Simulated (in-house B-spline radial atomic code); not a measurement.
# Nb²⁺: excited configurations

Wanted: excitation energies of Nb²⁺ as differences of total energies (ΔSCF).

The numbers are computed with in-house B-spline radial atomic code version 1 (scalar-relativistic (spin-free one-electron X2C) TPSS, spin-polarised, spherical fractional occupations, Fermi nucleus, basis-set limit), except any that are marked as measured or tabulated.

## (1) Starting point

```
element       : niobium (Z = 41)
charge        : +2
electrons     : 39
configuration : [Kr] 4d3
Hamiltonian   : scalar-relativistic (X2C)
nucleus       : Fermi, rms radius 4.324 fm
```

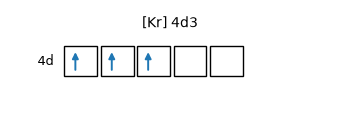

Occupation of the outer shells (arrows by Hund's rule).

Where spins are not typed, each open shell is filled with up spins first.

## (2) The reference configuration

Settings of the run:

```ini
Z = 41
electrons = 39.0
configuration = [Kr] 4d3
hamiltonian = x2c
method = tpss,tpss
spin_polarised = True
nucleus = fermi
rms_radius = 4.324
mass_number = 93
atomic_mass = 92.90637317
speed_of_light = 137.035999084
```

## (3) Run with [Kr] 4d2 5f1

Settings: those of step 2 with these lines changed.

```diff
@@ -2,3 +2,3 @@
 electrons = 39.0
-configuration = [Kr] 4d3
+configuration = [Kr] 4d2 5f1
 hamiltonian = x2c
```

## (4) [Ar] 3d10 4s2 4p5 4d3 5s1

Settings: those of step 3 with these lines changed.

```diff
@@ -2,3 +2,3 @@
 electrons = 39.0
-configuration = [Kr] 4d2 5f1
+configuration = [Ar] 3d10 4s2 4p5 4d3 5s1
 hamiltonian = x2c
```

## (5) [Ar] 3d9 4s2 4p6 4d3 5f1

Settings: those of step 4 with these lines changed.

```diff
@@ -2,3 +2,3 @@
 electrons = 39.0
-configuration = [Ar] 3d10 4s2 4p5 4d3 5s1
+configuration = [Ar] 3d9 4s2 4p6 4d3 5f1
 hamiltonian = x2c
```

## (6) Configuration [Ar] 3d10 4s2 4p5 4d3 4f1

Settings: those of step 5 with these lines changed.

```diff
@@ -2,3 +2,3 @@
 electrons = 39.0
-configuration = [Ar] 3d9 4s2 4p6 4d3 5f1
+configuration = [Ar] 3d10 4s2 4p5 4d3 4f1
 hamiltonian = x2c
```

## (7) [Ar] 3d9 4s2 4p6 4d4

Settings: those of step 6 with these lines changed.

```diff
@@ -2,3 +2,3 @@
 electrons = 39.0
-configuration = [Ar] 3d10 4s2 4p5 4d3 4f1
+configuration = [Ar] 3d9 4s2 4p6 4d4
 hamiltonian = x2c
```

Q: How far above the reference does each configuration lie (order and size, in eV)?

The runs gave:

| net move | configuration | 2|M_S|+1 | energy above the reference (eV) | largest <r> (bohr) |
| --- | --- | --- | --- | --- |
| 4d → 5f | [Kr] 4d2 5f1 | 4 | 19.746 | 9.05 |
| 4p → 5s | [Ar] 3d10 4s2 4p5 4d3 5s1 | 6 | 34.673 | 2.88 |
| 4p → 4f | [Ar] 3d10 4s2 4p5 4d3 4f1 | 6 | 49.062 | 5.17 |
| 3d → 4d | [Ar] 3d9 4s2 4p6 4d4 | 6 | 202.00 | 1.71 |
| 3d → 5f | [Ar] 3d9 4s2 4p6 4d3 5f1 | 6 | 224.16 | 8.87 |

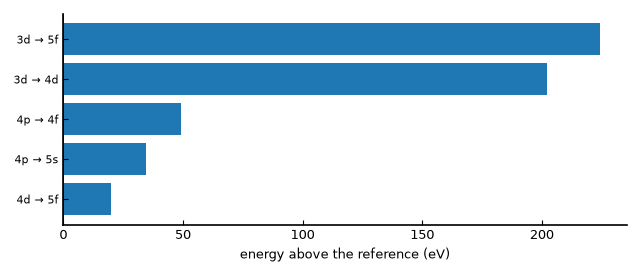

The configurations in order of energy, labelled by the net move of electrons.

**Reading.** The lowest of them is 4d → 5f at 19.746 eV and the highest 3d → 5f at 224.16 eV. 4 of them lie more than 60 % above minus the reference's highest level (19.838 eV), in the range where a state can decay by emitting an electron. The reference has 2|M_S|+1 = 4; 4 of the configurations differ from it in spin. These are spherical averages at the typed spins, not spectroscopic levels.
